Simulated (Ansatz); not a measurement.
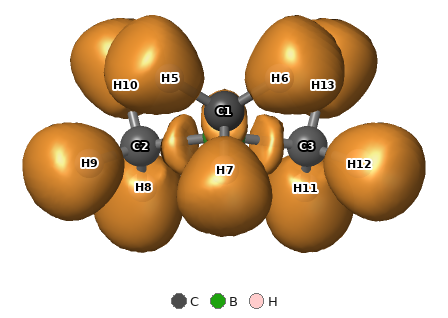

C₃H₉B (SMILES CB(C)C). Isosurface of the ELF at 0.9 (orange), seen from one side. Only the valence region is drawn (cores and ρ < 0.01 e/Å³ removed).

Geometry: PBE0-D3(BJ)/def2-SVP.

The calculation used Ansatz, isolated molecule in a Gaussian basis; Kohn-Sham density functional theory, functional PBE0.

Input

```
crystal:
  periodic: [false, false, false]
  atoms:
    - {symbol: C, position_ang: [-1.262072, -2.325747, -1.731511]}
    - {symbol: C, position_ang: [-0.584004, 0.203028, -0.991040]}
    - {symbol: C, position_ang: [-1.961610, -1.411197, 0.733555]}
    - {symbol: B, position_ang: [-1.252317, -1.180989, -0.652368]}
    - {symbol: H, position_ang: [-1.188894, -1.973564, -2.772022]}
    - {symbol: H, position_ang: [-2.097425, -3.036477, -1.636049]}
    - {symbol: H, position_ang: [-0.339376, -2.910259, -1.540372]}
    - {symbol: H, position_ang: [-0.224726, 0.768292, -0.117955]}
    - {symbol: H, position_ang: [0.215175, 0.139463, -1.746052]}
    - {symbol: H, position_ang: [-1.384196, 0.815795, -1.452606]}
    - {symbol: H, position_ang: [-1.565949, -0.803623, 1.561319]}
    - {symbol: H, position_ang: [-2.010167, -2.467971, 1.039564]}
    - {symbol: H, position_ang: [-3.013343, -1.093040, 0.587054]}
basis:
  gaussian: {orbitals: def2-TZVPD}
hamiltonian: {xc: {name: PBE0}}
output: {forces: true, orbitals: {seedname: orbitals}}
```

Command:

```sh
ansatz run input.yaml --threads 2 --pin off --max-ram 4350MiB --events-out events.jsonl --progress --plain --runs-dir runs
```

Q: Describe the localisation domains.

A: The surface consists of three regions between bonded B–C atoms (shared pairs) and nine regions around hydrogen nuclei. Profiles from the grid: C–B (1.57 Å): the ELF peaks at about 1 between the atoms, as expected for localised, covalent bonding. C–H (1.10 Å): the ELF climbs to about 1 towards the hydrogen, as it does in any bond to H: a covalent bond by its length.
